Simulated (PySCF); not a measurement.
# B3H6O2P: electronic excitations and core binding energies

Aim: predict the electronic excitations and core binding energies of B3H6O2P (`BOB(P)OB`).

Computed with PySCF 2.14.0, with density-fitted response routines of our own, on a single molecule in the gas phase. Atoms are numbered from 0 throughout.

### Step 1. Starting geometry

12 atoms, charge 0, multiplicity 1; geometry from: GFN2-xTB.

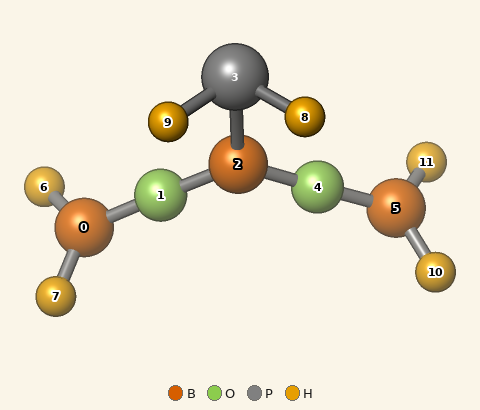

The starting geometry (boron orange, oxygen green, phosphorus grey, hydrogen amber), atoms numbered.

### Step 2. TDDFT and polarisability: CAM-B3LYP/def2-SVPD

The job: settings as JSON, then the geometry in Å.

```
{"job": {"kind": "uv", "xc": "CAM-B3LYP", "basis": "def2-SVPD", "nstates": 8, "ntriplets": 3}, "charge": 0, "multiplicity": 1}
B     -2.207805    -1.128426     0.309661
O     -1.117372    -0.451561     0.075608
B     -0.015498     0.246653    -0.130753
P     -0.160214     2.045421    -0.892419
O      1.183096    -0.255005     0.105281
B      2.372277    -0.748843     0.315047
H     -2.684446    -1.774700    -0.554000
H     -2.704274    -1.070601     1.378927
H      0.767407     2.626779    -0.044207
H     -1.234352     2.433944    -0.110156
H      2.873553    -0.612985     1.374896
H      2.928826    -1.311361    -0.559754
```

Method: TDDFT CAM-B3LYP/def2-SVPD, vertical, gas phase, core orbitals frozen in the response.

The run is started by

```sh
$ OMP_NUM_THREADS=1 python probes_run.py task.json out
```

This one command runs all jobs of the session in turn.

What it wrote:

```text
coarse grid: 10776 points
cycle   1  E = -569.5290691310  dE =  8.370e-01  |g| = 7.934e-01  |ddm| = 4.859e+00
cycle   2  E = -569.4640539308  dE =  6.502e-02  |g| = 1.031e+00  |ddm| = 2.007e+00
cycle   3  E = -569.6499831456  dE = -1.859e-01  |g| = 4.936e-02  |ddm| = 9.676e-01
cycle   4  E = -569.6505779359  dE = -5.948e-04  |g| = 2.790e-02  |ddm| = 2.171e-01
cycle   5  E = -569.6508089376  dE = -2.310e-04  |g| = 3.389e-03  |ddm| = 7.838e-02
cycle   6  E = -569.6508127421  dE = -3.805e-06  |g| = 9.907e-04  |ddm| = 1.086e-02
final grid: 100200 points
cycle   7  E = -569.7436782029  dE = -3.628e-05  |g| = 1.530e-03  |ddm| = 7.784e-02
cycle   8  E = -569.7436787238  dE = -5.209e-07  |g| = 1.425e-03  |ddm| = 9.572e-03
cycle   9  E = -569.7436790780  dE = -3.542e-07  |g| = 2.700e-04  |ddm| = 1.868e-03
cycle  10  E = -569.7436791013  dE = -2.321e-08  |g| = 1.354e-04  |ddm| = 8.445e-04
cycle  11  E = -569.7436791055  dE = -4.208e-09  |g| = 2.600e-05  |ddm| = 2.798e-04
cycle  12  E = -569.7436791057  dE = -2.271e-10  |g| = 9.138e-06  |ddm| = 7.386e-05
converged SCF energy = -569.7436791057

Static polarisability (au): isotropic 77.910, principal 63.859 82.083 87.789

Singlet excitations
state   eV       nm        f      main configurations
  1   5.8404    212.3   0.00054   H-1->L 0.67, H-2->L+1 0.17
  2   5.9112    209.7   0.00924   H-1->L+1 0.49, H->L 0.21, H-2->L 0.19
  3   6.3745    194.5   0.06969   H->L 0.53, H->L+2 0.21, H-1->L+1 0.10
  4   6.7105    184.8   0.00755   H->L+2 0.33, H->L+3 0.27, H->L 0.15
  5   6.7407    183.9   0.00356   H->L+1 0.56, H->L+6 0.23
  6   7.0115    176.8   0.24871   H->L+3 0.57, H->L+2 0.26
  7   7.1210    174.1   0.07938   H->L+6 0.56, H->L+1 0.29
  8   7.7718    159.5   0.00875   H-1->L+2 0.90

Triplet excitations (Tamm-Dancoff, eV): 5.3310 5.3513 5.5227
```

It took 30 s on 1 thread of Arm Neoverse V1, shared host; peak memory 0.75 GiB.

Frontier orbitals and where they lie:

| orbital | eV | atoms |
| --- | --- | --- |
| HOMO−3 | -11.10 | P3 27 %, B2 14 %, O4 9 % |
| HOMO−2 | -10.57 | P3 14 %, O1 12 %, B0 12 % |
| HOMO−1 | -9.83 | O1 18 %, O4 18 %, B0 14 % |
| HOMO | -8.81 | P3 64 %, B2 12 %, H8 7 % |
| LUMO | 0.00 | B0 20 %, B5 20 %, O1 14 % |
| LUMO+1 | 0.37 | B5 24 %, B0 24 %, O4 12 % |
| LUMO+2 | 0.70 | B2 28 %, B5 22 %, B0 22 % |

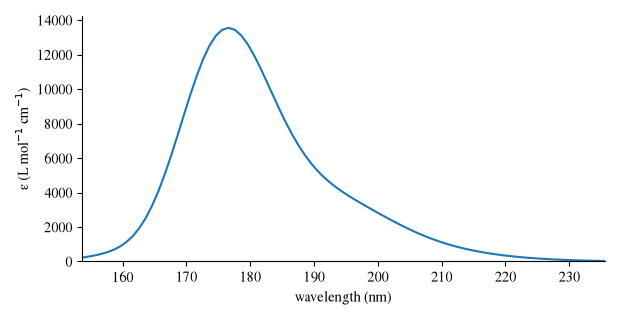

Absorption spectrum: each of the 8 states is a Gaussian band of 0.4 eV half-width at 1/e. Beyond the last state computed it falls off for lack of states.

Ground-state properties from the same run:

| property | computed |
| --- | --- |
| dipole moment (D) | 0.69 |
| polarisability (Å³) | 11.55 |
| HOMO–LUMO gap (eV) | 8.81 |
| −ε(HOMO) (eV) | 8.81 |

### Step 3. X-ray photoelectron lines: SCAN, X2C

The job, as its differences from that of step 2:

```diff
@@ -1,2 +1,2 @@
-{"job": {"kind": "uv", "xc": "CAM-B3LYP", "basis": "def2-SVPD", "nstates": 8, "ntriplets": 3}, "charge": 0, "multiplicity": 1}
+{"job": {"kind": "xps"}, "charge": 0, "multiplicity": 1}
 B     -2.207805    -1.128426     0.309661
```

With the program's defaults for keys left out, this is: delta-SCF UKS SCAN, pcX-2 on the ionised atom, pcseg-1 elsewhere, spin-free X2C.

What it wrote:

```text
ground state, core basis on atom 0 (B), 149 functions
  cycle   1  E = -570.70188312  |g| = 7.81e-01
  cycle   2  E = -570.40953839  |g| = 1.46e+00
  cycle   3  E = -570.81112146  |g| = 1.48e-01
  cycle   4  E = -570.81628950  |g| = 5.27e-02
  cycle   5  E = -570.81708309  |g| = 1.08e-02
  cycle   6  E = -570.81712057  |g| = 3.02e-03
  cycle   7  E = -570.81712090  |g| = 9.31e-04
  cycle   8  E = -570.81712346  |g| = 4.40e-04
  E(ground) = -570.85080400 Eh
hole in B 1s of atom 0
  cycle   1  E = -563.17361451  |g| = 1.15e+00
  cycle   2  E = -561.54235540  |g| = 1.78e+00
  cycle   3  E = -563.35565921  |g| = 5.75e-01
  cycle   4  E = -563.54371366  |g| = 2.97e-01
  cycle   5  E = -563.54737838  |g| = 2.34e-01
  cycle   6  E = -563.57668173  |g| = 6.77e-02
  cycle   7  E = -563.57129273  |g| = 1.13e-01
  cycle   8  E = -563.57988401  |g| = 5.62e-02
  cycle   9  E = -563.58213824  |g| = 2.72e-02
  cycle  10  E = -563.58275580  |g| = 9.28e-03
  cycle  11  E = -563.58282411  |g| = 3.52e-03
  cycle  12  E = -563.58283065  |g| = 2.41e-03
  cycle  13  E = -563.58283642  |g| = 4.37e-04
  E(ion) = -563.61680592 Eh   <S^2> = 1.0473   hole on atom = 1.000   binding energy = 196.847 eV
ground state, core basis on atom 1 (O), 149 functions
  cycle   1  E = -570.85241540  |g| = 1.14e-01
  cycle   2  E = -570.84959770  |g| = 1.45e-01
  cycle   3  E = -570.85289269  |g| = 4.59e-02
  cycle   4  E = -570.85324731  |g| = 6.73e-03
  cycle   5  E = -570.85325523  |g| = 7.03e-04
  cycle   6  E = -570.85325746  |g| = 2.94e-04
  E(ground) = -570.88287959 Eh
hole in O 1s of atom 1
  cycle   1  E = -550.20382395  |g| = 2.23e+00
  cycle   2  E = -548.73816784  |g| = 2.44e+00
  cycle   3  E = -550.76020203  |g| = 6.50e-01
  cycle   4  E = -550.96217064  |g| = 3.58e-01
  cycle   5  E = -551.01806874  |g| = 1.48e-01
  cycle   6  E = -551.02610892  |g| = 4.48e-02
  cycle   7  E = -551.02692426  |g| = 1.78e-02
  cycle   8  E = -551.02711354  |g| = 3.33e-03
  cycle   9  E = -551.02712098  |g| = 1.34e-03
  cycle  10  E = -551.02712174  |g| = 3.56e-04
  E(ion) = -551.05829674 Eh   <S^2> = 0.7609   hole on atom = 1.000   binding energy = 539.454 eV
ground state, core basis on atom 2 (B), 149 functions
  cycle   1  E = -570.81782924  |g| = 1.23e-01
  cycle   2  E = -570.81216482  |g| = 2.10e-01
  cycle   3  E = -570.82016915  |g| = 1.94e-02
  cycle   4  E = -570.82020855  |g| = 1.37e-02
  cycle   5  E = -570.82025019  |g| = 1.67e-03
  cycle   6  E = -570.82025187  |g| = 7.31e-04
  cycle   7  E = -570.82025105  |g| = 1.12e-04
  E(ground) = -570.85459008 Eh
hole in B 1s of atom 2
  cycle   1  E = -563.12777888  |g| = 1.19e+00
  cycle   2  E = -561.62903268  |g| = 1.94e+00
  cycle   3  E = -563.43434910  |g| = 4.33e-01
  cycle   4  E = -563.52512225  |g| = 2.10e-01
  cycle   5  E = -563.53984583  |g| = 1.14e-01
  cycle   6  E = -563.54512014  |g| = 1.48e-02
  cycle   7  E = -563.54520634  |g| = 1.18e-02
  cycle   8  E = -563.54525724  |g| = 7.82e-03
  cycle   9  E = -563.54528713  |g| = 2.38e-03
  cycle  10  E = -563.54529178  |g| = 1.30e-03
  cycle  11  E = -563.54529452  |g| = 2.46e-04
  E(ion) = -563.58036743 Eh   <S^2> = 0.7868   hole on atom = 1.000   binding energy = 197.942 eV
ground state, core basis on atom 3 (P), 160 functions
  cycle   1  E = -570.93498523  |g| = 3.39e-01
  cycle   2  E = -570.93497156  |g| = 3.09e-02
  cycle   3  E = -570.93480156  |g| = 4.21e-02
  cycle   4  E = -570.93523780  |g| = 6.81e-03
  cycle   5  E = -570.93524676  |g| = 3.61e-03
  cycle   6  E = -570.93524923  |g| = 2.50e-04
  E(ground) = -570.93816481 Eh
hole in P 1s of atom 3
  cycle   1  E = -490.78698001  |g| = 4.72e+00
  cycle   2  E = -489.39971115  |g| = 2.49e+00
  cycle   3  E = -484.76108809  |g| = 2.09e+00
  cycle   4  E = -491.76771080  |g| = 5.23e-01
  cycle   5  E = -491.86590186  |g| = 3.50e-01
  cycle   6  E = -491.92504722  |g| = 1.17e-01
  cycle   7  E = -491.93013266  |g| = 5.80e-02
  cycle   8  E = -491.93175193  |g| = 1.77e-02
  cycle   9  E = -491.93187040  |g| = 9.13e-03
  cycle  10  E = -491.93190105  |g| = 3.36e-03
  cycle  11  E = -491.93190814  |g| = 9.49e-04
  cycle  12  E = -491.93190774  |g| = 2.82e-04
  E(ion) = -491.93540370 Eh   <S^2> = 0.7518   hole on atom = 1.000   binding energy = 2149.775 eV
hole in P 2p of atom 3
  cycle   1  E = -565.52291491  |g| = 1.38e+00
  cycle   2  E = -563.99024620  |g| = 1.62e+00
  cycle   3  E = -565.62981701  |g| = 6.28e-01
  cycle   4  E = -565.89160431  |g| = 1.73e-01
  cycle   5  E = -565.89997966  |g| = 1.41e-01
  cycle   6  E = -565.90787701  |g| = 2.45e-02
  cycle   7  E = -565.90815245  |g| = 6.84e-03
  cycle   8  E = -565.90817329  |g| = 2.52e-03
  cycle   9  E = -565.90817728  |g| = 1.08e-03
  cycle  10  E = -565.90817780  |g| = 4.82e-04
  E(ion) = -565.92244812 Eh   <S^2> = 0.7534   hole on atom = 1.002   binding energy = 136.485 eV
  2p3/2 = 136.255 eV   2p1/2 = 137.146 eV
```

Wall time 55 s (1 thread of Arm Neoverse V1, shared host); peak memory 0.65 GiB.

Binding energies by hole, beside the orbital energy of the ground state; the difference holds orbital relaxation and, for a density functional, its self-interaction error:

```csv
hole,stands for,environment,ΔSCF (eV; 2p as the shell's mean),−ε (eV),⟨S²⟩
B1s on B0,"B0, B5","boron bonded to O, 2 H",196.85 (doubtful),181.1,1.047
O1s on O1,"O1, O4",oxygen bonded to 2 B,539.45,517.9,0.761
B1s on B2,B2,"boron bonded to 2 O, P",197.94,182.4,0.787
P1s on P3,P3,"phosphorus bonded to B, 2 H",2149.77,2092.4,0.752
P2p on P3,P3,"phosphorus bonded to B, 2 H",136.55,125.5,0.753
```

Each hole run stands for the others of its class of like atoms.

Doubtful: the ion did not converge, its hole moved, or its ⟨S²⟩ is well above 0.75.

With the spin-orbit splitting: P3 2p3/2 136.25, 2p1/2 137.15 eV. The table gives each 2p level as the mean over the whole 2p shell (two parts 2p3/2, one part 2p1/2), which differs a little from the single hole in the log.

### Step 4. Outcome

| quantity | value |
| --- | --- |
| lowest singlet (CAM-B3LYP/def2-SVPD) | 5.84 eV (212 nm), f = 0.001 |
| brightest single state of those computed | state 6, 7.01 eV, f = 0.249 |
| lowest triplet | 5.33 eV |
| O1s binding energies, SCAN/pcX-2 | O1 539.45 eV |
| B1s binding energies, SCAN/pcX-2 (standing for 1 of 3 atoms) | B2 197.94 eV |
| P1s binding energies, SCAN/pcX-2 | P3 2149.77 eV |
| P2p binding energies, SCAN/pcX-2 | P3 136.55 eV |

In words: The first singlet state (HOMO−1→LUMO 0.67, HOMO−2→LUMO+1 0.17) lies at 5.84 eV and is dark; of the 8 states computed, the strongest absorption comes from state 6 at 7.01 eV. The lowest triplet lies 0.51 eV below the lowest singlet (triplets in Tamm-Dancoff, singlets in full TDDFT).
